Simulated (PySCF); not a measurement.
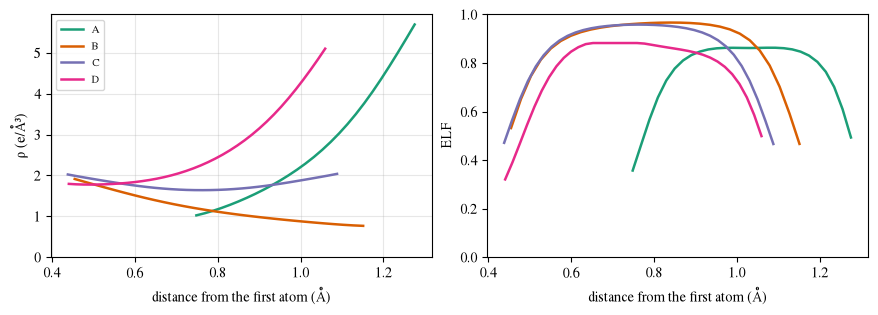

Figure 1: C5H12O2Si (SMILES O[SiH2][C@H]1CCCOC1). Total electron density and ELF along straight lines between neighbouring atoms. The curves leave out the atomic cores.

Geometry: GFN2-xTB.

Level of theory: PySCF, PBE0/pcSseg-1, SCF density, gas phase, non-relativistic.

The calculation's input:

```
{"job": {"kind": "nmr", "xc": "PBE0", "basis": "pcSseg-1"}, "charge": 0, "multiplicity": 1}
O     -1.580492    -0.859307     1.701606
Si    -1.852178    -1.053085     0.117118
C     -0.247814    -0.701601    -0.874189
C     -0.042659     0.775461    -1.217885
C      0.195368     1.578903     0.058787
C      1.343392     0.952074     0.849075
O      1.117008    -0.414740     1.124784
C      0.966452    -1.163641    -0.068934
H     -0.662972    -0.730576     1.968406
H     -2.896189    -0.106115    -0.269880
H     -2.232377    -2.444658    -0.134130
H     -0.263232    -1.273128    -1.805411
H      0.828216     0.882332    -1.874503
H     -0.911767     1.164848    -1.750786
H      0.447182     2.614583    -0.176098
H     -0.709757     1.573793     0.668065
H      1.465425     1.434771     1.821756
H      2.281864     1.057697     0.281935
H      1.886676    -1.072352    -0.669174
H      0.862707    -2.204580     0.246420
```

Run with:

```sh
OMP_NUM_THREADS=1 python probes_run.py task.json out
```

Which curve belongs to which contact (C–C, C–O, C–Si and Si–O)? The first atom named is at distance zero.

Curve A: Si–O (1.62 Å): the density is about 1.2 e/Å³ at the midpoint; the ELF peaks at about 0.85 between the atoms: a polar covalent bond. Curve B: C–Si (1.92 Å): ρ at the midpoint is about 0.92 e/Å³; the ELF peaks at about 0.95 between the atoms: a covalent bond. Curve C: C–C (1.53 Å): ρ is about 1.6 e/Å³ halfway; the ELF peaks at about 0.95 between the atoms: a shared electron pair. Curve D: C–O (1.41 Å): ρ at the midpoint is about 2.1 e/Å³, with its minimum of 1.8 e/Å³ about 0.5 Å from C; the ELF peaks at about 0.90 between the atoms (a shared but strongly polarised pair).
